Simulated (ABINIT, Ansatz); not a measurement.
**Ba2IBrF2 (P4mm): one start, several treatments of the self-energy**

Wanted: the gap of Ba2IBrF2 (P4mm) under several approximations, with cost.

Main program and level: ABINIT 10.8.3; PBEsol and many-body steps on it, plane waves.

### 1. Starting point

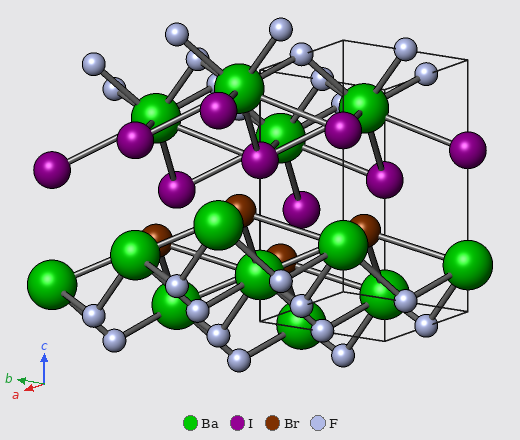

The starting structure, seen from a free direction (barium green, iodine purple, bromine brown, fluorine light blue). 2×2×1 cells are drawn. Some periodic images of atoms are drawn too.

The cell and positions are those that the Materials Project relaxed with its own functionals (PBE, PBE+U or r2SCAN), kept fixed. Spin-orbit coupling is left out unless a step names it.

### 2. Empty states on the mesh, 2×2×1 mesh, 331 bands

This step: ABINIT 10.8.3; DFT, PBEsol, plane waves, norm-conserving pseudopotentials.

The sums over transitions need many empty states on a uniform mesh; this step solves for them.

run.abi

```
acell 3*1.0 Angstrom
rprim 
  4.623364000000 0.000000000000 0.000000000000
  0.000000000000 4.623364000000 0.000000000000
  0.000000000000 0.000000000000 7.991386000000
ntypat 4
znucl 56 53 35 9
natom 6
typat 1 1 2 3 4 4
xred 
  0.500000000000 0.500000000000 0.827396000000
  0.000000000000 0.000000000000 0.185191000000
  0.000000000000 0.000000000000 0.641387000000
  0.500000000000 0.500000000000 0.340098000000
  0.500000000000 0.000000000000 0.002964000000
  0.000000000000 0.500000000000 0.002964000000
pp_dirpath "pseudos"
pseudos "Ba.upf, I.upf, Br.upf, F.upf"
ecut 36
ngkpt 2 2 1
nshiftk 1
shiftk 0 0 0
kptopt 1
chksymbreak 0
iscf -2
irdden 1
istwfk *1
nband 331
nbdbuf 30
tolwfr 1e-09
nstep 60
prtvol 0
indata_prefix "in"
outdata_prefix "out"
tmpdata_prefix "tmp"
```

Run with:

```sh
> OMP_NUM_THREADS=1 mpirun -n 4 abinit run.abi > log
```

Numbers of over 12 decimals in the logs are rounded to 6 here.

The program printed:

```text
.Version 10.8.3 of ABINIT. v10.8.2 released Aug 2026.

 Symmetries : space group P4 m m (# 99); Bravais tP (primitive tetrag.)
[... echo of the input left out ...]
== DATASET  1 ==================================================================
-   mpi_nproc: 4, omp_nthreads: 1 (-1 if OMP is not activated)
-    --> not optimal distribution: autoparal keyword recommended in input file <--

--- !DatasetInfo
iteration_state: {dtset: 1, }
dimensions: {natom: 6, nkpt: 3, mband: 331, nsppol: 1, nspinor: 1, nspden: 1, mpw: 11965, }
cutoff_energies: {ecut:  36.0, pawecutdg:  -1.0, }
[...]
2.90795    2.91007    2.91007    2.92520    2.92536    2.92536    2.94624    2.94866
   2.95781    2.95781    2.95943    2.99941    3.02249    3.02513    3.02831    3.03277
   3.04838    3.05343    3.05796
 prteigrs : prtvol=0 or 1, do not print more k-points.

== END DATASET(S) ==============================================================
================================================================================

 -outvars: echo values of variables after computation  --------
            nband         331
             nkpt           3
          spgroup          99
 [... the other variables as echoed above ...]

 Calculation completed.
```

Run time: 4.6 min. Hardware: 4 MPI ranks of Arm Neoverse V1, shared host; peak memory 0.57 GiB.

Numbers from this step:

| Item | Value |
| --- | --- |
| gap | 4.250 eV |
| k of the valence top | 0, 0, 0 |
| k of the conduction bottom | 0, 0, 0 |
| least direct gap | 4.250 eV |
| k points computed | 3 |
| lowest point of the top converged band, above the valence top | 73.9342 eV |

On this mesh the gap is 4.250 eV.

The density comes from a self-consistent run that is not shown.

### 3. Screening, 2×2×1 mesh, 137 bands, screening to 114.3 eV

The RPA dielectric matrix is built and inverted for each q.

This step: RPA screening on PBEsol, plane waves, norm-conserving pseudopotentials.

run.abi: that of step 2 with these lines changed.

```diff
@@ -24,10 +24,11 @@
 chksymbreak 0
-iscf -2
-irdden 1
 istwfk *1
-nband 331
-nbdbuf 30
-tolwfr 1e-09
-nstep 60
-prtvol 0
+occopt 1
+irdwfk 1
+optdriver 3
+nband 137
+ecuteps 4.2
+inclvkb 2
+awtr 1
+symchi 1
 indata_prefix "in"
```

The program printed:

```text
.Version 10.8.3 of ABINIT. v10.8.2 released Aug 2026.

 Symmetries : space group P4 m m (# 99); Bravais tP (primitive tetrag.)
[... echo of the input left out ...]
== DATASET  1 ==================================================================
-   mpi_nproc: 4, omp_nthreads: 1 (-1 if OMP is not activated)

--- !DatasetInfo
iteration_state: {dtset: 1, }
dimensions: {natom: 6, nkpt: 3, mband: 137, nsppol: 1, nspinor: 1, nspden: 1, mpw: 11965, }
cutoff_energies: {ecut:  36.0, pawecutdg:  -1.0, }
electrons: {nelect:   4.80000000E+01, charge:   0.00000000E+00, occopt:   1.00000000E+00, tsmear:   1.00000000E-02, }

 SCREENING: Calculation of the susceptibility and dielectric matrices

 Based on a program developped by R.W. Godby, V. Olevano, G. Onida, and L. Reining.
 Incorporated in ABINIT by V. Olevano, G.-M. Rignanese, and M. Torrent.
.Using double precision arithmetic ; gwpc =  8

[... cell and pseudopotentials left out ...]
--------------------------------------------------------------------------------

 ==== K-mesh for the wavefunctions ====
 Number of points in the irreducible wedge :     3
[... list of points left out ...]
 Together with  8 symmetry operations and time-reversal symmetry
 yields     4 points in the full Brillouin Zone.

 ==== Q-mesh for the screening function ====
 Number of points in the irreducible wedge :     3
[... list of points left out ...]
 Together with  8 symmetry operations and time-reversal symmetry
 yields     4 points in the full Brillouin Zone.

 setmesh: FFT mesh size selected  =    32x   32x   60
          total number of points  =        61440

 vcoul_init : cutoff-mode = AUXILIARY_FUNCTION
 q-points for optical limit:   1
     1)      0.000010    0.000020    0.000030

- screening: taking advantage of time-reversal symmetry
- Maximum band index for partially occupied states nbvw = 24
- Remaining bands to be divided among processors   nbcw = 113
- Number of bands treated by each node ~28

 Number of electrons calculated from density =   48.0000; Expected =   48.0000
 average of density, n =  0.041640
 r_s =    1.7898
 omega_plasma =   19.6838 [eV]

 calculating chi0 at frequencies [eV] :
  1    0.000000E+00    0.000000E+00
  2    0.000000E+00    1.968379E+01

--------------------------------------------------------------------------------
  q-point number  1        q = ( 0.000000, 0.000000, 0.000000) [r.l.u.]
--------------------------------------------------------------------------------
[... chi0 elements left out ...]
 For q-point:  0.000010 0.000020 0.000030
  dielectric constant =   3.6807
  dielectric constant without local fields =   4.3144

  Average fulfillment of the sum rule on Im[epsilon] for q-point    1 :     66.96  [%]
[... wings left out ...]
  q-point number  2        q = ( 0.500000, 0.000000, 0.000000) [r.l.u.]
--------------------------------------------------------------------------------
[... chi0 elements left out ...]
  Average fulfillment of the sum rule on Im[epsilon] for q-point    2 :     70.79  [%]

 [... 1 further q-points ...]
```

Wall time 35 s (4 MPI ranks); peak memory 1.3 GiB; 2.3 min of CPU time.

Numbers from this step:

* ε∞ with local fields, on this mesh, along the program's q direction: 3.681
* the same without local fields: 4.314
* plasma frequency: 19.68 eV
* plane waves in the screening matrix: 461

Local fields lower ε∞ by 15 %. On a Γ-centred mesh this coarse the value itself is usually too large, while a short band sum pulls it down.

### 4. G0W0, Godby-Needs plasmon pole

The self-energy is evaluated for the states that the input lists, and the levels follow from it, in one-shot runs by the linearised quasiparticle equation.

This step: G0W0 on PBEsol, plane waves, norm-conserving pseudopotentials.

run.abi: that of step 3 with these lines changed.

```diff
@@ -27,8 +27,15 @@
 irdwfk 1
-optdriver 3
+optdriver 4
 nband 137
+gwcalctyp 0
+ecutsigx 36
+symsigma 1
+nkptgw 1
+kptgw 
+  0.0000000000 0.0000000000 0.0000000000
+bdgw 
+  23 26
 ecuteps 4.2
-inclvkb 2
-awtr 1
-symchi 1
+irdscr 1
+ppmodel 1
 indata_prefix "in"
```

The program printed:

```text
.Version 10.8.3 of ABINIT. v10.8.2 released Aug 2026.

 Symmetries : space group P4 m m (# 99); Bravais tP (primitive tetrag.)
[... echo of the input left out ...]
== DATASET  1 ==================================================================
-   mpi_nproc: 4, omp_nthreads: 1 (-1 if OMP is not activated)

--- !DatasetInfo
iteration_state: {dtset: 1, }
dimensions: {natom: 6, nkpt: 3, mband: 137, nsppol: 1, nspinor: 1, nspden: 1, mpw: 11965, }
cutoff_energies: {ecut:  36.0, pawecutdg:  -1.0, }
electrons: {nelect:   4.80000000E+01, charge:   0.00000000E+00, occopt:   1.00000000E+00, tsmear:   1.00000000E-02, }

 SIGMA: Calculation of the GW corrections

 Based on a program developped by R.W. Godby, V. Olevano, G. Onida, and L. Reining.
 Incorporated in ABINIT by V. Olevano, G.-M. Rignanese, and M. Torrent.
.Using double precision arithmetic ; gwpc =  8

[... cell and pseudopotentials left out ...]
--------------------------------------------------------------------------------

 ==== K-mesh for the wavefunctions ====
 Number of points in the irreducible wedge :     3
[... list of points left out ...]
 Together with  8 symmetry operations and time-reversal symmetry
 yields     4 points in the full Brillouin Zone.

 ==== Q-mesh for screening function ====
 Number of points in the irreducible wedge :     3
[... list of points left out ...]
 Together with  8 symmetry operations and time-reversal symmetry
 yields     4 points in the full Brillouin Zone.

 vcoul_init : cutoff-mode = AUXILIARY_FUNCTION
 q-points for optical limit:   1
     1)      0.000010    0.000020    0.000030
 setmesh: FFT mesh size selected  =    48x   48x   81
          total number of points  =       186624

 Number of electrons calculated from density =   48.0000; Expected =   48.0000
 average of density, n =  0.041640
 r_s =    1.7898
 omega_plasma =   19.6838 [eV]

 === KS Band Gaps ===
  >>>> For spin  1
   Minimum direct gap =   4.2500 [eV], located at k-point      :   0.0000  0.0000  0.0000
   Fundamental gap    =   4.2500 [eV], Top of valence bands at :   0.0000  0.0000  0.0000
                                       Bottom of conduction at :   0.0000  0.0000  0.0000
 SIGMA fundamental parameters:
 PLASMON POLE MODEL  1
 number of plane-waves for SigmaX                11965
 number of plane-waves for SigmaC and W            461
 number of plane-waves for wavefunctions         11965
 number of bands                                   137
 number of independent spin polarizations            1
 number of spinorial components                      1
 number of k-points in IBZ                           3
 number of q-points in IBZ                           3
 number of symmetry operations                       8
 number of k-points in BZ                            4
 number of q-points in BZ                            4
 number of frequencies for dSigma/dE                 9
 frequency step for dSigma/dE [eV]                0.25
 number of omega for Sigma on real axis              0
 max omega for Sigma on real axis  [eV]           0.00
 zcut for avoiding poles [eV]                     0.10

 EPSILON^-1 parameters (SCR file):
 dimension of the eps^-1 matrix on file            461
 dimension of the eps^-1 matrix used               461
 number of plane-waves for wavefunctions         11965
 number of bands                                   137
 number of q-points in IBZ                           3
 number of frequencies                               2
 number of real frequencies                          1
 number of imag frequencies                          1

 matrix elements of self-energy operator (all in [eV])

 Perturbative Calculation

--- !SelfEnergy_ee
iteration_state: {dtset: 1, }
kpoint     : [   0.000,    0.000,    0.000, ]
spin       : 1
KS_gap     :    4.250
QP_gap     :    6.170
Delta_QP_KS:    1.920
data: !SigmaeeData |
     Band     E0 <VxcDFT>   SigX SigC(E0)      Z dSigC/dE  Sig(E)    E-E0       E
       23   2.397 -11.959 -15.261   2.161   0.820  -0.220 -12.895  -0.936   1.461
       24   2.397 -11.959 -15.261   2.161   0.820  -0.220 -12.895  -0.936   1.461
       25   6.647  -8.509  -4.148  -3.193   0.842  -0.187  -7.525   0.984   7.631
       26   6.953  -8.356  -3.825  -3.350   0.845  -0.183  -7.357   0.999   7.952

== END DATASET(S) ==============================================================
================================================================================

 -outvars: echo values of variables after computation  --------
           etotal      0.0000000000E+00
            nband         137
             nkpt           3
          spgroup          99
 [... the other variables as echoed above ...]

 Calculation completed.
```

The job ended after 9.8 s (4 MPI ranks; peak memory 0.98 GiB; 39 s of CPU time).

This step gave:

```yaml
g0w0_gap_on_the_points_computed: 6.17 eV
starting_gap_on_the_mesh: 4.250 eV
k_of_the_valence_top: 0, 0, 0
k_of_the_conduction_bottom: 0, 0, 0
z_at_the_valence_top: 0.82
z_at_the_conduction_bottom: 0.842
least_direct_g0w0_gap_on_the_computed_points: 6.17 eV
```

The gap on the mesh goes from 4.25 eV to 6.17 eV, a correction of +1.92 eV.

### 5. G0W0, Hybertsen-Louie plasmon pole

run.abi: that of step 4 with these lines changed.

```diff
@@ -39,3 +39,3 @@
 irdscr 1
-ppmodel 1
+ppmodel 2
 indata_prefix "in"
```

The program printed:

```text
.Version 10.8.3 of ABINIT. v10.8.2 released Aug 2026.

 Symmetries : space group P4 m m (# 99); Bravais tP (primitive tetrag.)
[... echo of the input left out ...]
== DATASET  1 ==================================================================
-   mpi_nproc: 4, omp_nthreads: 1 (-1 if OMP is not activated)

--- !DatasetInfo
iteration_state: {dtset: 1, }
dimensions: {natom: 6, nkpt: 3, mband: 137, nsppol: 1, nspinor: 1, nspden: 1, mpw: 11965, }
cutoff_energies: {ecut:  36.0, pawecutdg:  -1.0, }
electrons: {nelect:   4.80000000E+01, charge:   0.00000000E+00, occopt:   1.00000000E+00, tsmear:   1.00000000E-02, }

 SIGMA: Calculation of the GW corrections

 Based on a program developped by R.W. Godby, V. Olevano, G. Onida, and L. Reining.
 Incorporated in ABINIT by V. Olevano, G.-M. Rignanese, and M. Torrent.
.Using double precision arithmetic ; gwpc =  8

[... cell and pseudopotentials left out ...]
--------------------------------------------------------------------------------

 ==== K-mesh for the wavefunctions ====
 Number of points in the irreducible wedge :     3
[... list of points left out ...]
 Together with  8 symmetry operations and time-reversal symmetry
 yields     4 points in the full Brillouin Zone.

 ==== Q-mesh for screening function ====
 Number of points in the irreducible wedge :     3
[... list of points left out ...]
 Together with  8 symmetry operations and time-reversal symmetry
 yields     4 points in the full Brillouin Zone.

 vcoul_init : cutoff-mode = AUXILIARY_FUNCTION
 q-points for optical limit:   1
     1)      0.000010    0.000020    0.000030
 setmesh: FFT mesh size selected  =    48x   48x   81
          total number of points  =       186624

 Number of electrons calculated from density =   48.0000; Expected =   48.0000
[...]
number of k-points in IBZ                           3
 number of q-points in IBZ                           3
 number of symmetry operations                       8
 number of k-points in BZ                            4
 number of q-points in BZ                            4
 number of frequencies for dSigma/dE                 9
 frequency step for dSigma/dE [eV]                0.25
 number of omega for Sigma on real axis              0
 max omega for Sigma on real axis  [eV]           0.00
 zcut for avoiding poles [eV]                     0.10

 EPSILON^-1 parameters (SCR file):
 dimension of the eps^-1 matrix on file            461
 dimension of the eps^-1 matrix used               461
 number of plane-waves for wavefunctions         11965
 number of bands                                   137
 number of q-points in IBZ                           3
 number of frequencies                               2
 number of real frequencies                          1
 number of imag frequencies                          1

 matrix elements of self-energy operator (all in [eV])

 Perturbative Calculation

--- !SelfEnergy_ee
iteration_state: {dtset: 1, }
kpoint     : [   0.000,    0.000,    0.000, ]
spin       : 1
KS_gap     :    4.250
QP_gap     :    6.260
Delta_QP_KS:    2.010
data: !SigmaeeData |
     Band     E0 <VxcDFT>   SigX SigC(E0)      Z dSigC/dE  Sig(E)    E-E0       E
       23   2.397 -11.959 -15.261   1.997   0.851  -0.175 -13.071  -1.112   1.285
       24   2.397 -11.959 -15.261   1.997   0.851  -0.175 -13.071  -1.112   1.285
       25   6.647  -8.509  -4.148  -3.333   0.873  -0.145  -7.611   0.898   7.545
       26   6.953  -8.356  -3.825  -3.534   0.871  -0.148  -7.487   0.868   7.822

== END DATASET(S) ==============================================================
================================================================================

 -outvars: echo values of variables after computation  --------
           etotal      0.0000000000E+00
            nband         137
             nkpt           3
          spgroup          99
 [... the other variables as echoed above ...]

 Calculation completed.
```

It took 9.6 s on 4 MPI ranks; peak memory 0.96 GiB; 38 s of CPU time.

This step gave:

```
G0W0 gap on the points computed              : 6.26 eV
starting gap on the mesh                     : 4.250 eV
k of the valence top                         : 0, 0, 0
k of the conduction bottom                   : 0, 0, 0
Z at the valence top                         : 0.851
Z at the conduction bottom                   : 0.873
least direct G0W0 gap on the computed points : 6.26 eV
```

Against G0W0 in ABINIT (2×2×1 mesh, 137 bands, screening to 114.3 eV, Godby-Needs plasmon pole), the gap moves by +0.090 eV.

### 6. G0W0, Engel-Farid plasmon pole

run.abi: that of step 5 with these lines changed.

```diff
@@ -39,3 +39,3 @@
 irdscr 1
-ppmodel 2
+ppmodel 4
 indata_prefix "in"
```

The program printed:

```text
.Version 10.8.3 of ABINIT. v10.8.2 released Aug 2026.

 Symmetries : space group P4 m m (# 99); Bravais tP (primitive tetrag.)
[... echo of the input left out ...]
== DATASET  1 ==================================================================
-   mpi_nproc: 4, omp_nthreads: 1 (-1 if OMP is not activated)

--- !DatasetInfo
iteration_state: {dtset: 1, }
dimensions: {natom: 6, nkpt: 3, mband: 137, nsppol: 1, nspinor: 1, nspden: 1, mpw: 11965, }
cutoff_energies: {ecut:  36.0, pawecutdg:  -1.0, }
[...]
24   2.397 -11.959 -15.261   2.095   0.815  -0.226 -12.944  -0.985   1.412
       25   6.647  -8.509  -4.148  -3.261   0.847  -0.181  -7.578   0.932   7.578
       26   6.953  -8.356  -3.825  -3.421   0.849  -0.177  -7.412   0.943   7.896

== END DATASET(S) ==============================================================
================================================================================

 -outvars: echo values of variables after computation  --------
           etotal      0.0000000000E+00
            nband         137
             nkpt           3
          spgroup          99
 [... the other variables as echoed above ...]

 Calculation completed.
```

Elapsed: 8.9 s, on 4 MPI ranks; peak memory 0.81 GiB.

This step gave:

```
G0W0 gap on the points computed              : 6.166 eV
starting gap on the mesh                     : 4.250 eV
k of the valence top                         : 0, 0, 0
k of the conduction bottom                   : 0, 0, 0
least direct G0W0 gap on the computed points : 6.166 eV
```

Against G0W0 in ABINIT (2×2×1 mesh, 137 bands, screening to 114.3 eV, Godby-Needs plasmon pole), the gap moves by −0.004 eV.

(Part 1 of 2 ends here.)

[Paths, hosts, dates, memory and timing lines, banners, echoed tables and standing remarks are left out of the program output.]

[Logs are printed without paths, hosts, clocks, repeated set-up lines and the standing remarks that a program may print on its own settings, such as how far it seeks lower states.]

[Runs of the session that timed out or met a known fault of the program may be left out.]

[Hosts, paths, dates, database ids (printed as entryN), source tags and the programs' standing remarks are cut or masked in the printed files.]

[G0W0 gaps are taken among the corrected bands and points alone; a level outside them can change the order at an edge.]

[Where Ansatz stands beside ABINIT at settings called matched, ABINIT's density can come from a denser mesh and the files from another edition; pairs whose starting gaps differed by over 0.03 eV were left out, so agreement reads better than it is.]
